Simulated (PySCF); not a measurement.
C$_{5}$H$_{13}$NO$_{2}$Si$_{2}$

```xyz
23

C    -1.5625    1.1968   -1.3151
C    -1.5545    0.6522   -0.1052
C    -2.7107   -0.0690    0.4405
C    -3.2615   -1.1758   -0.4217
O    -3.1450    0.1660    1.5535
Si   -0.0955    0.8106    1.1293
O    -0.6024    0.2552    2.5639
Si    1.6317   -0.5968    0.5977
N     2.7909    0.3809   -0.2089
C     4.0451   -0.1381   -0.6925
H    -0.7066    1.7319   -1.6920
H    -2.4255    1.1779   -1.9649
H    -3.6462   -0.7568   -1.3495
H    -4.0581   -1.7010    0.0989
H    -2.4614   -1.8679   -0.6758
H     0.1076    2.2699    1.2089
H    -1.5426    0.3068    2.7635
H     1.2022   -1.7787   -0.1973
H     2.3658   -1.1698    1.7348
H     2.4857    1.1720   -0.7543
H     3.9653   -0.5464   -1.7061
H     4.8063    0.6446   -0.6942
H     4.3671   -0.9373   -0.0304
```

Geometry: GFN2-xTB.

All numbers below come from PySCF 2.14.0, PBE0/pcSseg-1, SCF density, gas phase, non-relativistic.

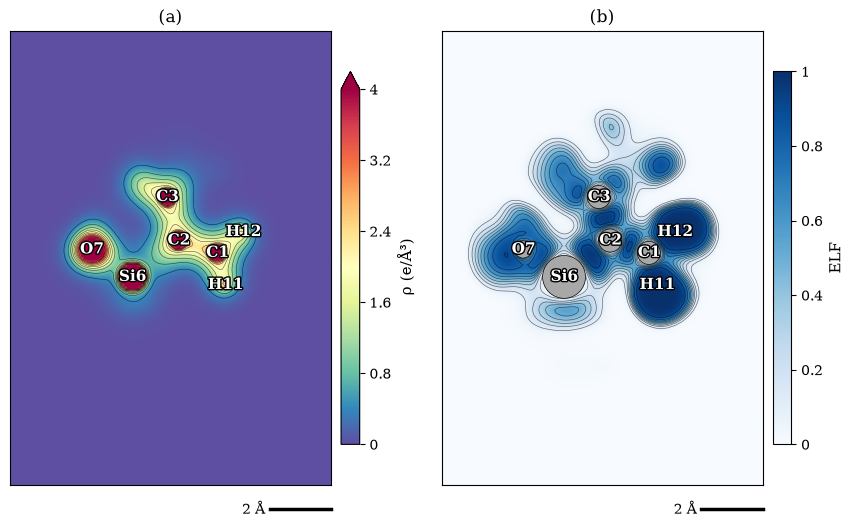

Figure 1. (a) electron density; (b) electron localisation function on the plane of atoms C3, C2 and Si6. Grey discs cover the atomic cores in the ELF map.

> What does the map show?

- Atoms in the plane: C, Si, O and H.
- C–C (1.33 Å): ρ at the midpoint is about 2.3 e/Å³; the ELF peaks at about 0.90 between the atoms (a short, multiple covalent bond).
- Si–O (1.62 Å): the density is about 1.2 e/Å³ at the midpoint; the ELF peaks at about 0.85 between the atoms: a polar covalent bond.
- C–Si (1.92 Å): the density is about 0.88 e/Å³ at the midpoint; the ELF peaks at about 0.95 between the atoms (a shared electron pair).
- The ELF also peaks beside O7, away from the bonds: lone-pair regions.

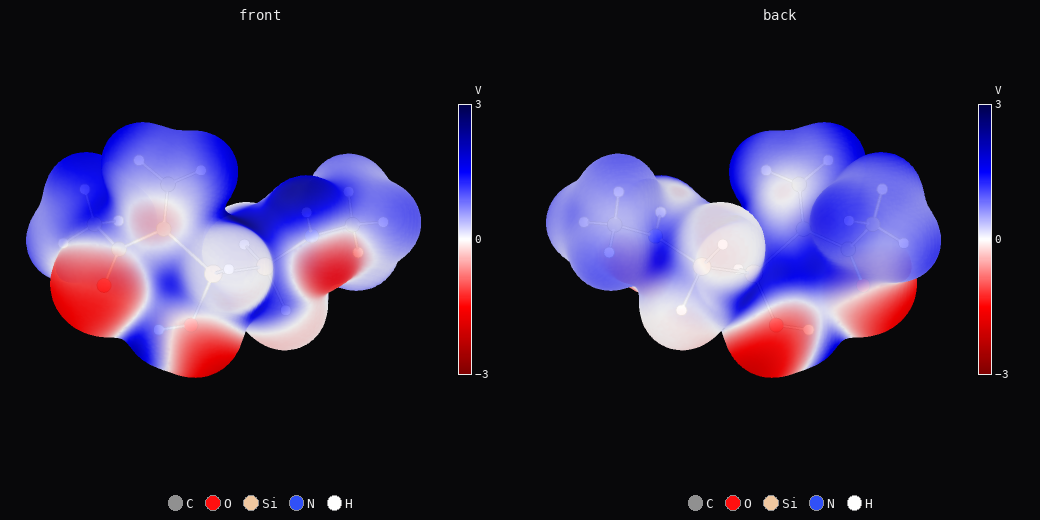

Figure 2. The electrostatic potential painted on the density surface at 0.004 e/bohr³, seen from the front and from behind; the colour scale runs from red (negative) to blue (positive).

> Where is the surface potential most negative and most positive?

The most negative region (about −1.8 V) lies over O7, the most positive (about +2.3 V) over Si6 and H20. O7 is the likeliest acceptor of a hydrogen bond.

> How polar is the molecule by this calculation?

Its dipole moment is 4.19 D.
